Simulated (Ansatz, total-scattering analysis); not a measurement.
# From input file to S(Q): Ge

Aim: the structure of Ge at 1300 K, and the X-ray and neutron patterns it would give.

Method: ab initio molecular dynamics with Ansatz (LDA, plane waves, PAW set soft_1, Langevin thermostat, no spin, fixed volume). Composition: Ge 100.0 atom %; 64 atoms. The average runs over 6.8 ps of 64 atoms. Mean temperature 1282 K, largest m.s.d. 14.90 Å², energy drift +6 meV an atom (last third less first, no steady trend), Langevin friction 10 ps⁻¹; the first quarter of the run is discarded. Preparation: a classical melt of Si with the elements renamed and the cell rescaled, then 3.6 ps at 1890 K with a cheaper basis and a friction of 10 ps⁻¹ (mean temperature of the first stage 1856 K), too short to forget the start in full.

**What is measured.** Ge around Ge: about 7 at 1210.4 K. Average coordination number of liquid Ge after melting at standard pressure, quoted in the introduction as known background without a specific citation (diffraction (literature, method not stated for this value); “Structure and dynamics of l-Ge: Neutron scattering experiments and ab   initio molecular dynamics simulations”, 2007, arxiv:cond-mat/0703363). Main peak of the total S(Q): 2.50 Å^-1 at 1270 K. Position of the main peak of the static structure factor of liquid Ge from earlier diffraction experiments (refs 5, 6, 10), quoted for comparison with the simulation (neutron/X-ray diffraction (literature); “Structure and dynamics of l-Ge: Neutron scattering experiments and ab   initio molecular dynamics simulations”, 2007, arxiv:cond-mat/0703363).

## The run

The step of 3 fs has to resolve the fastest vibration, that of Ge. The volume is fixed, since the run is too short for a cell to find its own; the mean pressure then hints how far the functional is from its own density, with errors up to a few GPa from cell size, k-points and loose SCF steps (the program warns of the last). One k-point, Γ, is the usual economy for a cell of this size; for a metal it leaves the Fermi surface coarse, which shows in pressures and can favour freezing. Smeared occupations keep the forces smooth as levels cross the Fermi energy. A Langevin thermostat samples the right structure once equilibrated, but its friction lowers diffusion.

Contents of input.yaml:

```yaml
crystal:
  lattice:
    - [11.1622, 0.0, 0.0]
    - [0.0, 11.1622, 0.0]
    - [0.0, 0.0, 11.1622]
  atoms:
    - { symbol: Ge, position: [0.05154, 0.18797, 0.7376] }
    - { symbol: Ge, position: [0.80378, 0.51041, 0.95716] }
    - { symbol: Ge, position: [0.75227, 0.83069, 0.37406] }
    - { symbol: Ge, position: [0.28377, 0.59963, 0.59994] }
[... 58 atom lines left out ...]
    - { symbol: Ge, position: [0.334, 0.01506, 0.10342] }
    - { symbol: Ge, position: [0.25411, 0.41541, 0.77738] }
kpoints:
  mp_grid: { grid: [1, 1, 1] }
scf:
  occupations: { method: fermi_dirac, width: 0.112 }
hamiltonian:
  xc: lda
  pseudopotentials: { kind: paw, azcp: { folder: soft_1 }, xc_functional: pbe }
output:
  forces: true
  stress: true
md:
  timestep: 3.0
  n_steps: 3000
  ensemble: nvt_langevin
  temperature: 1300.0
  initial_velocities: maxwell_boltzmann
  seed: 7
```

```console
$ ansatz run input.yaml --threads 16 --pin off --max-ram 32768MiB --backend cuda --events-out ev --progress --plain --runs-dir out --max-vram 78GiB
```

```text
Warning: md: disabling space-group detection — thermal motion breaks the input geometry's symmetry, so no spatial operation reduces the k-mesh or symmetrises the density; time reversal is kept, so that k and −k are [...]
Warning: output.stress: scf.convergence.dr2_threshold = 6.4e-8 eV (the default of an md: trajectory) is looser than the 6.4e-9 eV advised for a printed stress (1e-10 eV for each atom of the cell: 64). What an SCF [...]
band count auto-derived: 541 (N_el = 896.0; filled up to band 448; 538 by the electrons, moments and atoms)
Engine: ansatz 0.2.0, aarch64-unknown-linux-gnu
Pseudopotential: Ge, paw, valence charge 14, recommended cutoff 420 eV (normal), soft_1/Ge.paw.azcp
Functional definition: SPW92
Crystal: 64 atoms, lattice volume = 1390.751 Å³
Basis set: ecut = 420 eV, 27201 PW (Γ)
Bands: 541, of which v1, the nominal top of the filled ones, is band 448 counted from 1 (447 counted from 0)
k-points: 1
[... other set-up lines, SCF lines and steps between those shown are left out ...]
md step     0: t =     0.00 fs  T =  1279.7 K  F+E_penalty+E_count = -269769.59734860 eV  E_kin = 10.586394 eV  P_inst = 3.9609 GPa  (10 SCF iters)
md step     1: t =     3.00 fs  T =  1335.2 K  F+E_penalty+E_count = -269769.62790985 eV  E_kin = 11.045394 eV  P_inst = 3.9838 GPa  (7 SCF iters)
md step   120: t =   360.00 fs  T =  1355.7 K  F+E_penalty+E_count = -269774.51853125 eV  E_kin = 11.215317 eV  P_inst = 1.5717 GPa  (7 SCF iters)
md step   240: t =   720.00 fs  T =  1525.8 K  F+E_penalty+E_count = -269773.26135733 eV  E_kin = 12.622004 eV  P_inst = 1.2502 GPa  (8 SCF iters)
md step   360: t =  1080.00 fs  T =  1215.9 K  F+E_penalty+E_count = -269775.96122467 eV  E_kin = 10.058855 eV  P_inst = 1.0582 GPa  (7 SCF iters)
md step   480: t =  1440.00 fs  T =  1425.3 K  F+E_penalty+E_count = -269775.69243876 eV  E_kin = 11.791201 eV  P_inst = 0.9638 GPa  (7 SCF iters)
md step   600: t =  1800.00 fs  T =  1452.3 K  F+E_penalty+E_count = -269774.18896748 eV  E_kin = 12.014709 eV  P_inst = 1.9441 GPa  (7 SCF iters)
md step   720: t =  2160.00 fs  T =  1352.4 K  F+E_penalty+E_count = -269775.71752117 eV  E_kin = 11.188191 eV  P_inst = 0.1797 GPa  (7 SCF iters)
md step   840: t =  2520.00 fs  T =  1313.8 K  F+E_penalty+E_count = -269775.14360863 eV  E_kin = 10.868549 eV  P_inst = 0.3716 GPa  (7 SCF iters)
md step  1080: t =  3240.00 fs  T =  1326.3 K  F+E_penalty+E_count = -269774.94979733 eV  E_kin = 10.971874 eV  P_inst = 0.4918 GPa  (7 SCF iters)
md step  1320: t =  3960.00 fs  T =  1244.6 K  F+E_penalty+E_count = -269774.64029743 eV  E_kin = 10.295977 eV  P_inst = 1.8721 GPa  (7 SCF iters)
md step  1560: t =  4680.00 fs  T =  1540.2 K  F+E_penalty+E_count = -269774.24858906 eV  E_kin = 12.741380 eV  P_inst = 0.5542 GPa  (7 SCF iters)
md step  1800: t =  5400.00 fs  T =  1451.4 K  F+E_penalty+E_count = -269773.67890976 eV  E_kin = 12.007056 eV  P_inst = 2.1262 GPa  (7 SCF iters)
md step  2040: t =  6120.00 fs  T =  1393.8 K  F+E_penalty+E_count = -269774.94963819 eV  E_kin = 11.530224 eV  P_inst = 0.6976 GPa  (7 SCF iters)
md step  2280: t =  6840.00 fs  T =  1155.6 K  F+E_penalty+E_count = -269775.47809708 eV  E_kin = 9.559986 eV  P_inst = 0.9805 GPa  (7 SCF iters)
md step  2520: t =  7560.00 fs  T =  1297.7 K  F+E_penalty+E_count = -269775.75676084 eV  E_kin = 10.735035 eV  P_inst = 0.2986 GPa  (7 SCF iters)
md step  2760: t =  8280.00 fs  T =  1158.7 K  F+E_penalty+E_count = -269774.23055256 eV  E_kin = 9.585882 eV  P_inst = 0.9857 GPa  (7 SCF iters)
md step  3000: t =  9000.00 fs  T =  1445.7 K  F+E_penalty+E_count = -269773.37504764 eV  E_kin = 11.959556 eV  P_inst = 1.4904 GPa  (8 SCF iters)
[... last step's energies and forces left out ...]
--- MD trajectory: 3000 steps, t = 0.0 → 9000.0 fs ---
  final state: T = 1445.7 K   F+E_penalty+E_count = -269773.37504764 eV   E_kin = 11.959556 eV
```

It took 20 min on 1 × NVIDIA GB200 with 16 threads of Arm Neoverse V2, with other jobs on the host, peak memory 1.4 GiB.

## Analysis

S(Q) is the Faber–Ziman total, Σ ci cj fi fj (Sij − 1)/⟨f⟩² + 1. Below 4 Å⁻¹ the partials are summed on the cell's own reciprocal vectors (from 0.56 Å⁻¹) and folded with a Gaussian of σ = 0.12 Å⁻¹; above it they are transforms of g(r) out to 7.6 Å, tapered over the last 40 %. The fold lowers sharp peaks, and with so few vectors their positions are good to about 0.1 Å⁻¹. X-rays take neutral-atom form factors, neutrons coherent lengths (Ge 8.185 fm). G(r) = 4πrρ₀[g(r) − 1] carries the resolution of a Lorch-windowed transform up to 20 Å⁻¹. For one element the X-ray and neutron totals coincide. The patterns are simulated, not measured. The PAW data were made for PBE and serve here under another functional, an error of its own that isn't tested here. The cell is small: beyond half the box only the part of each shell inside it is counted, and low-Q values rest on few vectors. It is averaged over 126 frames.

| T (K) | state | density (g/cm³) | first clear neutron maximum (Å⁻¹) | its height (neutron) | Ge–Ge (Å) | Ge around Ge | held | D over the elements, rough (10⁻⁹ m²/s) |
| --- | --- | --- | --- | --- | --- | --- | --- | --- |
| 1300 | liquid | 5.550 | 2.73 | 1.44 | 2.58 | 8.88 | volume, 1.0 GPa mean | - |

neutron S(Q):

```tsv
Q (Å⁻¹)	1300 K
0.8	0.10
1.1	0.12
1.4	0.18
1.7	0.34
2.0	0.69
2.3	1.14
2.6	1.40
2.9	1.38
3.2	1.16
3.5	0.99
3.8	0.79
4.1	0.76
4.4	0.86
4.7	1.02
5.0	1.12
5.3	1.13
5.6	1.08
5.9	1.01
6.2	0.94
6.5	0.91
6.8	0.94
7.1	0.99
7.4	1.03
7.7	1.05
8.0	1.05
8.3	1.02
8.6	0.98
8.9	0.96
```

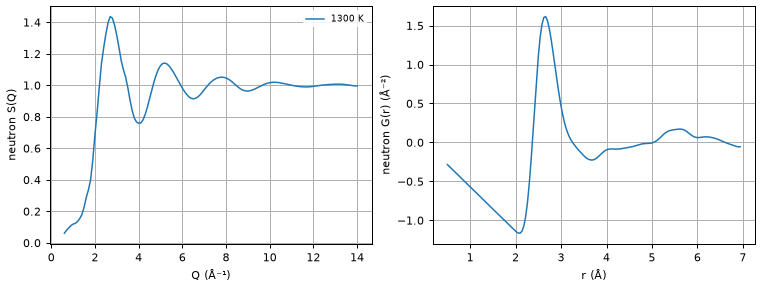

S(Q) and G(r) at each stop.

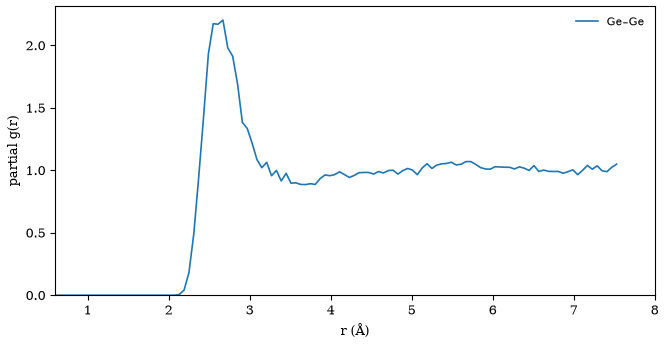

Partial pair functions at the last stop.

At 1300 K the maxima of S(Q), Q in Å⁻¹ (height), are neutron: 2.73 (1.44), 5.18 (1.14), 7.80 (1.05). Its shells:

| pair | first peak (Å) | g there | first minimum (Å) | g there | neighbours |
| --- | --- | --- | --- | --- | --- |
| Ge–Ge | 2.58 | 2.2 | 3.66 | 0.89 | 8.9 |

The tapered transform alone would put 1.44 at the neutron maximum of 2.73 Å⁻¹, where the reciprocal vectors give 1.44; the two routes agree.

**Reading.** The first Ge–Ge shell holds 8.9 Ge at 2.58 Å, with no empty gap behind it, so neighbours come and go. The first shell has no clear end (g = 0.89 at its dip), so a neighbour count says little; the tallest of the first maxima of S(Q) has height 1.44 and Q₁r₁ = 7.2 (r₁ = 2.65 Å from G(r)), lower and further in than the 2.3 to 3 and 7.7 of a dense simple liquid, as where directional bonding survives.

| quantity | measured | this run |
| --- | --- | --- |
| Ge around Ge | 7.0 | 8.9 |
| main peak of the total S(Q) (Å⁻¹) | 2.50 | 2.73 |

Ge around Ge: the minimum is shallow (counted to 3.66 Å), so the count follows the cutoff and decides nothing. main peak of the total S(Q): the run is off by +0.23. Measured coordination numbers hang on where the integral is cut, by half a neighbour or more in dense liquids.

[Logs are printed without paths, hosts, clocks, repeated set-up lines and the standing remarks that a program may print on its own settings, such as how far it seeks lower states.]
